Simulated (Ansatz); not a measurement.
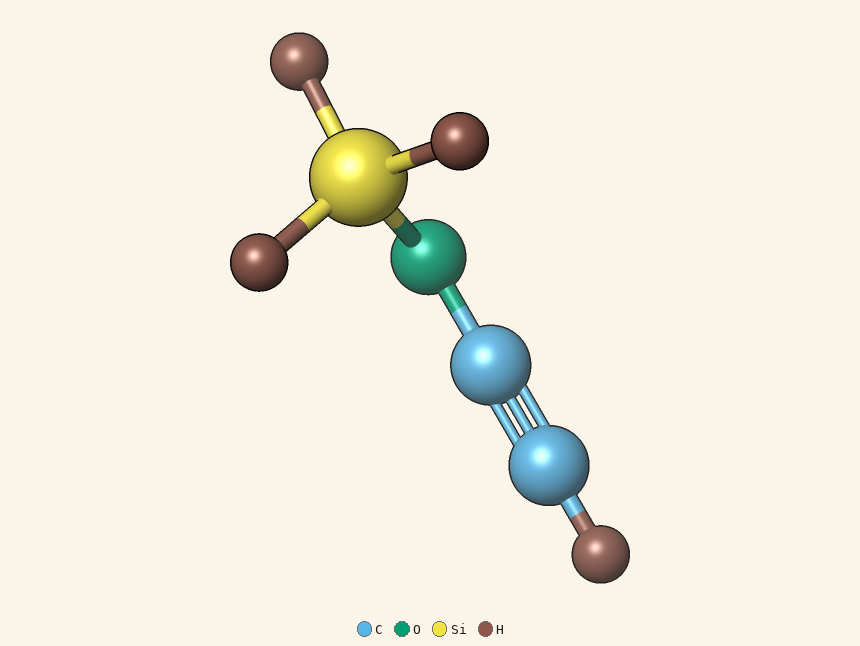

Starting geometry of the run.

The calculation was set up as follows.

```yaml
crystal:
  periodic: [false, false, false]
  atoms:
    - {symbol: C, position_ang: [0.148305, 0.673503, -2.178310]}
    - {symbol: C, position_ang: [0.091850, 0.755552, -0.983615]}
    - {symbol: O, position_ang: [0.032319, 0.867062, 0.301626]}
    - {symbol: Si, position_ang: [-0.092935, -0.469966, 1.313799]}
    - {symbol: H, position_ang: [0.198860, 0.610546, -3.237505]}
    - {symbol: H, position_ang: [-0.132265, 0.108977, 2.671881]}
    - {symbol: H, position_ang: [1.090676, -1.338693, 1.119288]}
    - {symbol: H, position_ang: [-1.336810, -1.206982, 0.992847]}
basis:
  gaussian: {orbitals: def2-TZVPP}
hamiltonian: {xc: pbe0, dispersion: d4}
output: {orbitals: {seedname: orbitals}}
```

It was started with:

```sh
ansatz run in.yaml --threads 2 --pin off --events-out ev --progress --plain --max-ram 4352MiB
```

What the program printed:

```
Functional definition: PBE0
  name "PBE0"
  cite "Adamo & Barone, J. Chem. Phys. 110, 6158 (1999) doi:10.1063/1.478522"
  cite "Perdew, Burke & Ernzerhof, Phys. Rev. Lett. 77, 3865 (1996) doi:10.1103/PhysRevLett.77.3865"
  parent pbe
  parameter a = 0.25
  parameter kappa = 0.804
  parameter beta = 0.06672455060314922
  exchange = (1 - a)*pbe_x(kappa = kappa, mu = beta*pi^2/3) + a*exact_x
  correlation = pbe_c(beta = beta)
1038 factors; their error is unknown
mean field evaluation 1: about -12050.7667 eV, gradient 4.9e1 eV
mean field evaluation 2: about -12049.9809 eV, gradient 5.1e1 eV
mean field evaluation 4: about -12055.6370 eV, gradient 4.2e0 eV
mean field evaluation 8: about -12055.7052 eV, gradient 3.0e-1 eV
mean field -12055.70533842 eV, -443.0389995365 hartree, gradient 3.8e-5 eV, S^2 0.000000; 0 other end points of the search recorded, 0 dependent functions left out
reference -12055.70536979 eV, -443.0390006891 hartree; 19, 19 occupied and 172, 172 virtual orbitals, 1038 factors
Total energy: -12055.82135909 eV, -443.0432632172 hartree
```
